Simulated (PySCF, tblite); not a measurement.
**C3H8F2OSi3: geometry, infrared bands and NMR shifts**

What infrared bands and NMR shifts should C3H8F2OSi3 (`O=C1[SiH2][SiH2][SiH2][C@@H]1C(F)F`) show?

Computed with tblite 0.8.0 and PySCF 2.14.0, with density-fitted response routines of our own, on a single molecule in the gas phase. Atoms count from 0, in the outputs and in this text.

### Step 1. The starting structure

17 atoms, charge 0, multiplicity 1; geometry from: force field or distance geometry start.

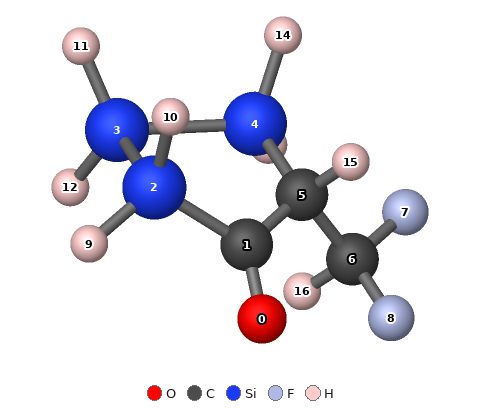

The starting geometry (oxygen red, carbon dark grey, silicon blue, fluorine light blue, hydrogen pink), atoms numbered.

### Step 2. Optimising the geometry with GFN2-xTB

What the job is given:

```
{"job": {"kind": "relax", "xc": "GFN2-xTB", "basis": "xTB"}, "charge": 0, "multiplicity": 1}
O      0.568100    -1.618100    -1.795500
C      0.046700    -1.090300    -0.793800
Si    -1.736200    -1.035600    -0.508900
Si    -1.910500     1.129300     0.132500
Si     0.154300     1.000500     1.051300
C      0.807200    -0.486500     0.279000
C      2.152000    -0.069300    -0.358300
F      2.887100     0.512000     0.654800
F      2.760200    -1.108900    -0.999700
H     -2.487800    -1.293600    -1.729000
H     -2.216500    -1.837500     0.619300
H     -2.932000     1.332400     1.146500
H     -1.949800     2.045300    -0.981000
H      0.931000     2.217800     0.835100
H     -0.012300     0.874000     2.517100
H      1.088200    -1.252700     1.045600
H      1.843200     0.693100    -1.125100
```

Started as:

```console
$ OMP_NUM_THREADS=1 python probes_run.py task.json out
```

The driver reads the jobs from task.json and runs them one after another.

Standard output:

```text
step      E/eV     max force
  0    -792.58272    4.043
  1    -793.05199    4.054
  2    -793.25375    1.450
  3    -793.37250    1.032
  4    -793.54715    0.641
  5    -793.58173    0.701
  6    -793.63066    0.554
  7    -793.66524    0.586
  8    -793.70554    0.573
  9    -793.73352    0.404
 10    -793.75093    0.315
 11    -793.76273    0.288
 12    -793.77376    0.326
 13    -793.78410    0.287
 14    -793.79267    0.269
 15    -793.79886    0.182
 16    -793.80398    0.185
 17    -793.80895    0.208
 18    -793.81292    0.134
 19    -793.81576    0.130
 20    -793.81871    0.163
 21    -793.82309    0.265
 22    -793.82978    0.320
 23    -793.83894    0.308
 24    -793.84951    0.299
 25    -793.85982    0.261
 26    -793.86735    0.255
 27    -793.87310    0.252
 28    -793.87892    0.177
 29    -793.88493    0.174
 30    -793.89216    0.213
 31    -793.90007    0.295
 32    -793.90644    0.471
 33    -793.91118    0.394
 34    -793.91842    0.191
 35    -793.92433    0.170
 36    -793.93074    0.179
 37    -793.93642    0.160
 38    -793.94062    0.250
 39    -793.94405    0.223
 40    -793.94743    0.127
 41    -793.94974    0.126
 42    -793.95192    0.136
 43    -793.95393    0.122
 44    -793.95598    0.130
 45    -793.95790    0.088
 46    -793.95936    0.243
 47    -793.96071    0.111
 48    -793.96198    0.089
 49    -793.96345    0.077
 50    -793.96463    0.092
 51    -793.96636    0.119
 52    -793.96795    0.121
 53    -793.96974    0.110
 54    -793.97144    0.108
 55    -793.97311    0.118
 56    -793.97496    0.119
 57    -793.97752    0.178
 58    -793.98120    0.239
 59    -793.98582    0.237
 60    -793.99050    0.157
 61    -793.99496    0.151
 62    -793.99956    0.196
 63    -794.00560    0.293
 64    -794.01339    0.324
 65    -794.02089    0.192
 66    -794.02287    0.144
 67    -794.02523    0.164
 68    -794.02688    0.126
 69    -794.02777    0.099
 70    -794.02944    0.078
 71    -794.03127    0.083
 72    -794.03312    0.106
 73    -794.03441    0.094
 74    -794.03541    0.069
 75    -794.03632    0.052
 76    -794.03705    0.050
 77    -794.03763    0.049
 78    -794.03817    0.066
 79    -794.03880    0.062
 80    -794.03957    0.058
 81    -794.04041    0.056
 82    -794.04106    0.055
 83    -794.04153    0.068
 84    -794.04193    0.049
 85    -794.04234    0.054
 86    -794.04273    0.047
 87    -794.04300    0.038
 88    -794.04342    0.038
 89    -794.04370    0.042
 90    -794.04392    0.041
 91    -794.04408    0.035
 92    -794.04425    0.031
 93    -794.04443    0.035
 94    -794.04460    0.042
 95    -794.04474    0.033
 96    -794.04487    0.029
 97    -794.04502    0.037
 98    -794.04520    0.042
 99    -794.04539    0.049
100    -794.04557    0.036
101    -794.04569    0.029
102    -794.04579    0.029
103    -794.04591    0.028
104    -794.04612    0.043
105    -794.04649    0.065
106    -794.04705    0.084
107    -794.04764    0.080
108    -794.04807    0.049
109    -794.04827    0.025
110    -794.04836    0.029
111    -794.04845    0.034
112    -794.04854    0.027
113    -794.04863    0.016
114    -794.04869    0.017
115    -794.04879    0.020
116    -794.04887    0.019
117    -794.04893    0.016
118    -794.04896    0.015
119    -794.04899    0.014
120    -794.04903    0.015
121    -794.04909    0.016
122    -794.04914    0.015
123    -794.04918    0.011
124    -794.04920    0.008
```

Wall time 1.3 s (1 thread of Arm Neoverse V1, shared host); peak memory 0.18 GiB.

Relaxation path: (not every step is listed)

```tsv
step	energy from step 0 (eV)	largest force (eV/Å)
0	0.0000	4.0433
1	-0.4693	4.0540
2	-0.6710	1.4497
3	-0.7898	1.0320
4	-0.9644	0.6406
5	-0.9990	0.7013
6	-1.0479	0.5543
7	-1.0825	0.5860
8	-1.1228	0.5732
19	-1.2330	0.1302
30	-1.3094	0.2131
41	-1.3670	0.1262
52	-1.3852	0.1211
63	-1.4229	0.2933
74	-1.4527	0.0695
85	-1.4596	0.0541
96	-1.4621	0.0288
107	-1.4649	0.0797
118	-1.4662	0.0149
119	-1.4663	0.0136
120	-1.4663	0.0151
121	-1.4664	0.0164
122	-1.4664	0.0154
123	-1.4665	0.0106
124	-1.4665	0.0078
```

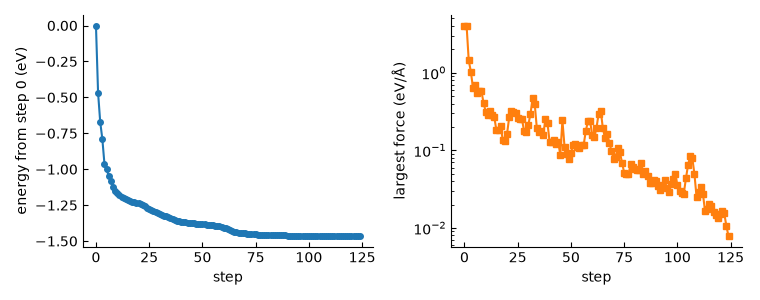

Energy and largest force along the relaxation.

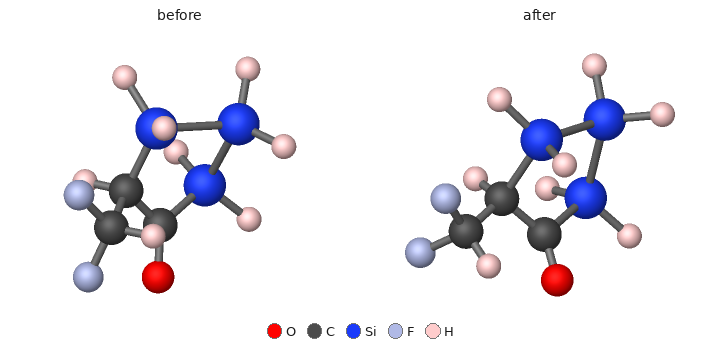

The geometry before (left) and after (right).

Distances of close pairs at the start and the end, largest changes first:

```tsv
bond	before (Å)	after (Å)	change (Å)
Si4–C5	1.798	1.945	+0.147
C1–Si2	1.806	1.932	+0.126
Si3–Si4	2.264	2.339	+0.076
Si2–Si3	2.265	2.338	+0.074
C1–C5	1.447	1.500	+0.053
C5–C6	1.546	1.505	-0.041
O0–C1	1.247	1.214	-0.032
C5–H15	1.120	1.093	-0.027
```

The next job starts from the end point, and lists it.

### Step 3. Infrared spectrum with GFN2-xTB

What the job is given:

```
{"job": {"kind": "ir", "xc": "GFN2-xTB", "basis": "xTB"}, "charge": 0, "multiplicity": 1}
O      0.496771    -0.747271    -2.127200
C      0.016611    -0.775823    -1.012515
Si    -1.876779    -1.033829    -0.726433
Si    -2.108557     0.962940     0.468351
Si     0.176233     1.364836     0.769937
C      0.795977    -0.391471     0.209630
C      2.280256    -0.382820    -0.038464
F      2.924412     0.477185     0.802975
F      2.839047    -1.597192     0.200222
H     -2.499679    -1.238288    -2.030073
H     -2.036958    -2.258992     0.064295
H     -2.857499     0.843046     1.726735
H     -2.795213     2.051414    -0.239265
H      0.802065     2.335892    -0.131421
H      0.737201     1.584477     2.102705
H      0.569185    -1.089470     1.019461
H      2.529930    -0.092604    -1.068851
```

Standard output:

```text
mode    cm-1     km/mol
  1      38.6      1.21
  2      58.6      0.58
  3      73.4      2.29
  4     132.6      2.87
  5     159.5      7.21
  6     197.7      4.17
  7     249.6      2.16
  8     315.8     45.62
  9     336.8      1.11
 10     346.6      9.92
 11     373.9     34.53
 12     415.0     12.74
 13     421.4     10.62
 14     432.9     10.52
 15     450.7     17.29
 16     473.3      2.53
 17     483.6      1.44
 18     513.3      3.21
 19     533.5    386.71
 20     551.8     34.05
 21     563.9      3.92
 22     648.5     43.91
 23     670.2    414.38
 24     736.4     59.50
 25     772.3    125.88
 26     783.4    328.18
 27     793.9     26.60
 28     825.8    124.83
 29     981.1     48.21
 30    1006.3    150.66
 31    1055.2     55.84
 32    1057.7     98.94
 33    1124.3    148.48
 34    1218.6     21.61
 35    1261.8     14.07
 36    1326.0     71.43
 37    1696.5    283.45
 38    2184.0    146.87
 39    2196.1    112.37
 40    2219.3    270.48
 41    2244.6    452.54
 42    2267.8    188.22
 43    2289.2    294.43
 44    2920.8      9.99
 45    2944.9     28.89
```

It took 0.88 s on 1 thread of Arm Neoverse V1, shared host; peak memory 0.18 GiB.

Which atoms move in the most intense modes:

```tsv
cm⁻¹	km/mol	atoms
534	386.7	H12 30 %, H11 29 %, Si3 10 %
670	414.4	H14 31 %, H13 28 %, Si4 13 %
783	328.2	H13 40 %, H14 40 %
1696	283.4	C1 59 %, O0 40 %
2219	270.5	H10 86 %
2245	452.5	H13 87 %
2268	188.2	H14 91 %
2289	294.4	H9 96 %
```

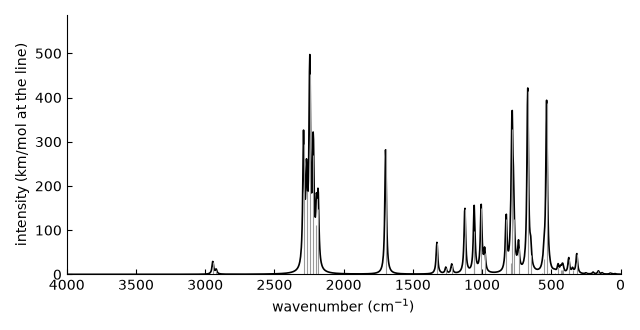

The infrared spectrum from these modes, unscaled. Lines are broadened to a width of 14 cm⁻¹ (Lorentzian).

### Step 4. Shielding tensors: PBE0/pcSseg-1

Same as in step 3 but for these lines:

```diff
@@ -1,2 +1,2 @@
-{"job": {"kind": "ir", "xc": "GFN2-xTB", "basis": "xTB"}, "charge": 0, "multiplicity": 1}
+{"job": {"kind": "nmr", "xc": "PBE0", "basis": "pcSseg-1"}, "charge": 0, "multiplicity": 1}
 O      0.496771    -0.747271    -2.127200
```

Level: GIAO PBE0/pcSseg-1 NMR shielding, non-relativistic, gas phase.

Standard output:

```text
coarse grid: 16352 points
cycle   1  E = -1261.4139151857  dE =  1.105e+00  |g| = 9.794e-01  |ddm| = 3.833e+00
cycle   2  E = -1260.8423259922  dE =  5.716e-01  |g| = 1.964e+00  |ddm| = 2.835e+00
cycle   3  E = -1261.5752112045  dE = -7.329e-01  |g| = 2.982e-01  |ddm| = 2.367e+00
cycle   4  E = -1261.5909660578  dE = -1.575e-02  |g| = 9.266e-02  |ddm| = 2.878e-01
cycle   5  E = -1261.5923233941  dE = -1.357e-03  |g| = 1.705e-02  |ddm| = 6.348e-02
cycle   6  E = -1261.5923700621  dE = -4.667e-05  |g| = 7.199e-03  |ddm| = 1.846e-02
cycle   7  E = -1261.5923808074  dE = -1.075e-05  |g| = 1.642e-03  |ddm| = 6.980e-03
cycle   8  E = -1261.5923813862  dE = -5.788e-07  |g| = 4.728e-04  |ddm| = 2.468e-03
final grid: 146800 points
cycle   9  E = -1261.6668924280  dE = -2.498e-05  |g| = 1.100e-02  |ddm| = 2.675e-02
cycle  10  E = -1261.6668227207  dE =  6.971e-05  |g| = 2.220e-02  |ddm| = 2.615e-02
cycle  11  E = -1261.6669139739  dE = -9.125e-05  |g| = 1.762e-03  |ddm| = 1.830e-02
cycle  12  E = -1261.6669145325  dE = -5.586e-07  |g| = 3.974e-04  |ddm| = 1.526e-03
cycle  13  E = -1261.6669145553  dE = -2.284e-08  |g| = 9.135e-05  |ddm| = 3.562e-04
cycle  14  E = -1261.6669145567  dE = -1.384e-09  |g| = 2.447e-05  |ddm| = 1.055e-04
cycle  15  E = -1261.6669145568  dE = -1.219e-10  |g| = 3.867e-06  |ddm| = 2.980e-05
converged SCF energy = -1261.6669145568

GIAO shielding tensors (ppm)
atom      isotropic    diamagn.    paramagn.     s11        s22        s33       span
  0 O     -490.828     399.643    -890.470  -1369.354   -468.563    365.433   1734.787
  1 C      -58.059     251.933    -309.992   -156.684   -106.263     88.771    245.455
  2 Si     438.818     880.952    -442.133    384.163    453.878    478.413     94.250
  3 Si     478.972     880.953    -401.981    457.815    480.313    498.788     40.973
  4 Si     429.020     880.738    -451.718    396.200    434.322    456.537     60.336
  5 C      129.750     260.849    -131.098     86.332    134.532    168.386     82.054
  6 C       64.693     238.777    -174.084     42.997     64.112     86.970     43.973
  7 F      314.728     472.775    -158.047    175.847    343.152    425.184    249.337
  8 F      291.549     470.303    -178.753    201.017    322.822    350.809    149.792
  9 H       27.785      29.059      -1.274     24.199     25.439     33.716      9.517
 10 H       27.278      29.342      -2.063     24.042     25.983     31.811      7.769
 11 H       28.002      29.210      -1.208     24.870     25.082     34.054      9.183
 12 H       28.042      29.160      -1.118     24.710     24.961     34.455      9.744
 13 H       27.785      29.548      -1.763     24.027     26.252     33.076      9.049
 14 H       27.401      29.320      -1.919     23.721     25.978     32.503      8.781
 15 H       28.349      33.579      -5.230     23.278     29.979     31.789      8.511
 16 H       24.859      28.944      -4.085     23.135     23.704     27.738      4.604
```

Run time: 43 s. Hardware: 1 thread of Arm Neoverse V1, shared host; peak memory 0.88 GiB.

The references, computed at this level on geometries of the same kind, shield at (ppm): ¹H TMS 31.72, ¹³C TMS 186.9, ²⁹Si TMS 349.2, ¹⁹F CFCl3 170.9, ¹⁷O H2O 336.1. Their shielding less the atom's gives the shift. The references are single molecules in the gas phase, so shifts against H2O, NH3, PH3, H3PO4 or CFCl3 are not on the usual liquid scales and can be off by tens of ppm.

```tsv
atoms	environment	σ (ppm)	δ (ppm)	δ scaled to CDCl3
C1	carbonyl carbon	-58.1	245.0	237.2
C6	sp3 CH bonded to 2 F	64.7	122.2	117.4
C5	sp3 CH bonded to Si, α to a carbonyl	129.8	57.2	53.9
H16	hydrogen on an sp3 CH bonded to 2 F	24.86	6.86	6.57
H10	hydrogen on a silicon bonded to C, Si, in a 5-membered ring	27.28	4.44	–
H14	hydrogen on a silicon bonded to C, Si, in a 5-membered ring	27.40	4.32	–
H9	hydrogen on a silicon bonded to C, Si, in a 5-membered ring	27.78	3.93	–
H13	hydrogen on a silicon bonded to C, Si, in a 5-membered ring	27.78	3.93	–
H11	hydrogen on a silicon bonded to 2 Si, in a 5-membered ring	28.00	3.71	–
H12	hydrogen on a silicon bonded to 2 Si, in a 5-membered ring	28.04	3.68	–
H15	hydrogen on an sp3 CH bonded to Si, α to a carbonyl	28.35	3.37	3.28
O0	carbonyl oxygen	-490.8	826.9	–
Si4	silicon bonded to C, Si, 2 H, in a 5-membered ring	429.0	-79.9	–
Si2	silicon bonded to C, Si, 2 H, in a 5-membered ring	438.8	-89.7	–
Si3	silicon bonded to 2 Si, 2 H, in a 5-membered ring	479.0	-129.8	–
F8	fluorine of a CF2 group	291.5	-120.6	–
F7	fluorine of a CF2 group	314.7	-143.8	–
```

The scaled column applies a straight-line fit of computed shieldings to shifts measured in CDCl3, and one for carbons that bear F (root-mean-square error 0.16 ppm for H, 1.9 ppm for C).

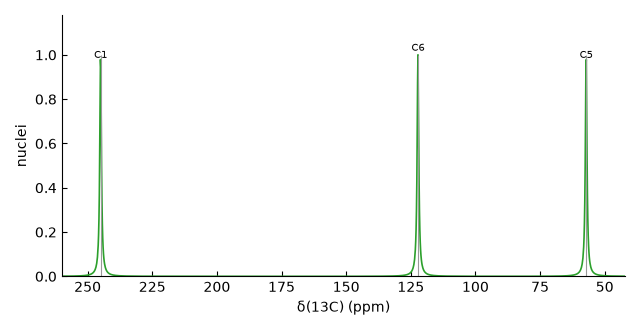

¹³C lines at the computed shifts, without couplings. Lines are broadened to a width of 0.75 ppm (Lorentzian).

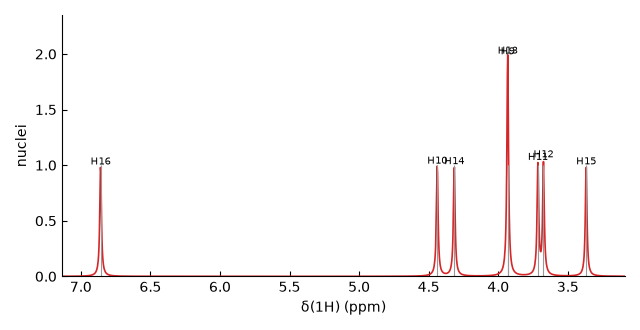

¹H lines at the computed shifts, without couplings. Lines are broadened to a width of 0.01 ppm (Lorentzian).

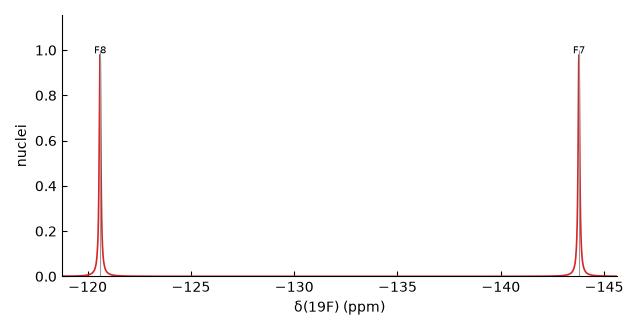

¹⁹F lines at the computed shifts, without couplings. Lines are broadened to a width of 0.09 ppm (Lorentzian).

Charges from the same density, by scheme (e):

```tsv
atoms	Mulliken	IAO	Hirshfeld	ESP fit
O0	-0.35	-0.40	-0.21	-0.42
C1	0.05	0.15	0.07	0.30
Si2	0.38	0.40	0.24	0.23
Si3	-0.07	0.13	0.15	0.02
Si4	0.43	0.48	0.25	0.28
C5	-0.66	-0.45	-0.14	-0.26
C6	0.62	0.45	0.14	0.51
F7	-0.31	-0.31	-0.10	-0.26
F8	-0.30	-0.30	-0.11	-0.26
```

Mulliken charges:

O0 -0.35; C1 0.05; Si2 0.38; Si3 -0.07; Si4 0.43; C5 -0.66; C6 0.62; F7 -0.31; F8 -0.30; H9 -0.02; H10 -0.02; H11 0.00; H12 0.00; H13 -0.01; H14 -0.01; H15 0.19; H16 0.11

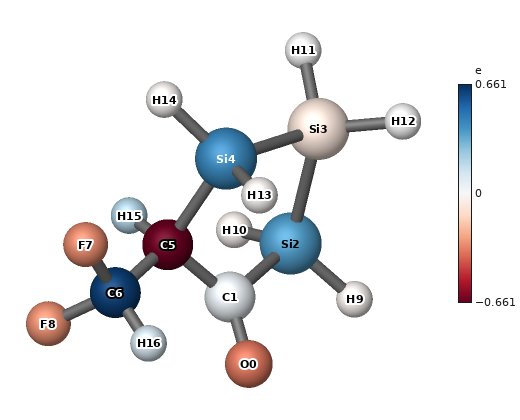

Mulliken charges, as colours on the atoms.

Mayer bond orders: O0–C1 1.93, C1–Si2 0.82, Si2–Si3 0.85, Si3–Si4 0.85, Si4–C5 0.79, C5–C6 1.00, C6–F7 0.92, C6–F8 0.97, C5–C1 0.92.

Ring of atoms C1, Si2, Si3, Si4, C5: NICS(0) -0.9, NICS(1) -2.1, NICS(1)zz 2.9 ppm (means of both faces; NICS(1) differs between them: -3.3 and -0.8).

The two faces differ (NICS(1)zz 6.5 and -0.7 ppm).

### Step 5. Summary of results

```
                                 quantity                                               value
strongest single infrared mode (GFN2-xTB)                               2245 cm⁻¹, 453 km/mol
             zero-point energy (GFN2-xTB)                                       60.5 kcal/mol
   ¹³C shifts against TMS (PBE0/pcSseg-1)                              245.0, 122.2, 57.2 ppm
    ¹H shifts against TMS (PBE0/pcSseg-1)  6.86, 4.44, 4.32, 3.93, 3.93, 3.71, 3.68, 3.37 ppm
   ¹⁷O shifts against H2O (PBE0/pcSseg-1)                                           826.9 ppm
  ²⁹Si shifts against TMS (PBE0/pcSseg-1)                            -79.9, -89.7, -129.8 ppm
 ¹⁹F shifts against CFCl3 (PBE0/pcSseg-1)                                  -120.6, -143.8 ppm
```

What this shows: Relaxing lowered the energy by 1.466 eV in 124 steps; the close pair that moved most is Si4–C5, from 1.798 to 1.945 Å. All 45 modes are real, so the xTB geometry is a minimum. The strongest single mode, at 2245 cm⁻¹, moves mainly H13. GFN2-xTB is a fitted tight-binding method: band positions and strengths are rough. Its intensities can rank the bands wrongly. The most deshielded hydrogen is H16 (hydrogen on an sp3 CH bonded to 2 F), at 6.86 ppm: its carbon carries F, hence the downfield position. At PBE0/pcSseg-1: Shielding is most anisotropic at O0 (span 1735 ppm, paramagnetic term -890 ppm).
